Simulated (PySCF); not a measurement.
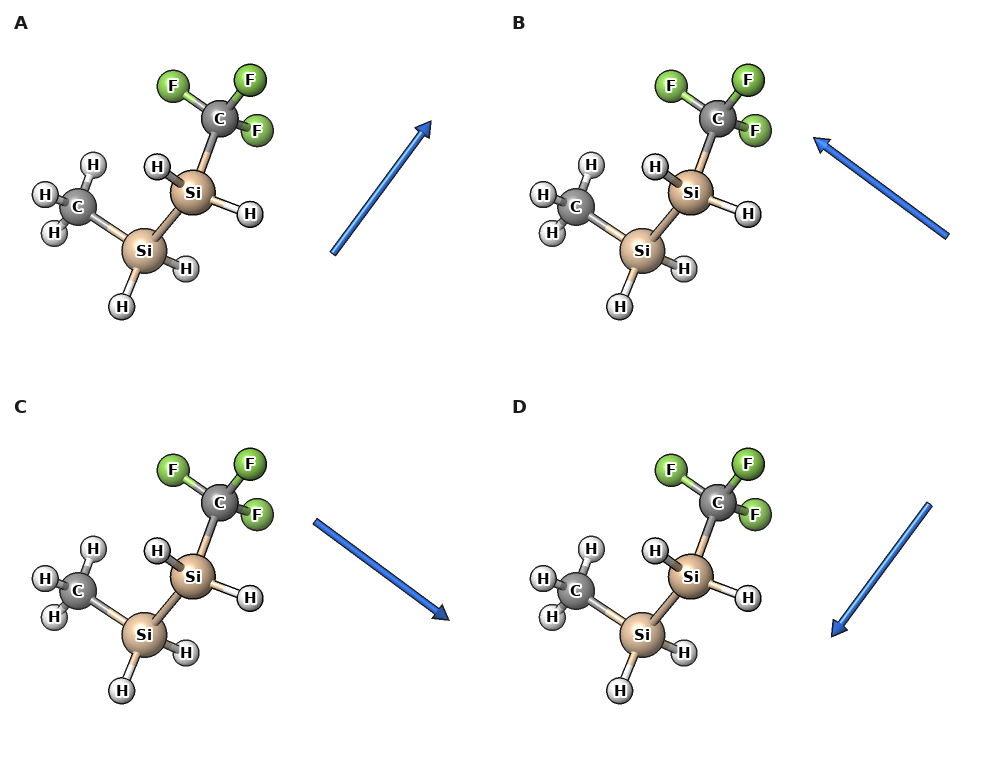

The same molecule four times, each with an arrow. Computed geometry: GFN2-xTB optimisation. No frequency run is at hand to confirm it as a minimum. Method: PBE0/pcSseg-1, gas phase (PySCF 2.14.0).

> Which arrow points along the dipole moment, from the negative to the positive end?

D. The dipole moment is 2.74 D.

The geometry is semi-empirical. Around Si such bond lengths and angles can be off by a tenth of an ångström or more and by several degrees, and values that hang on the shape move with them.
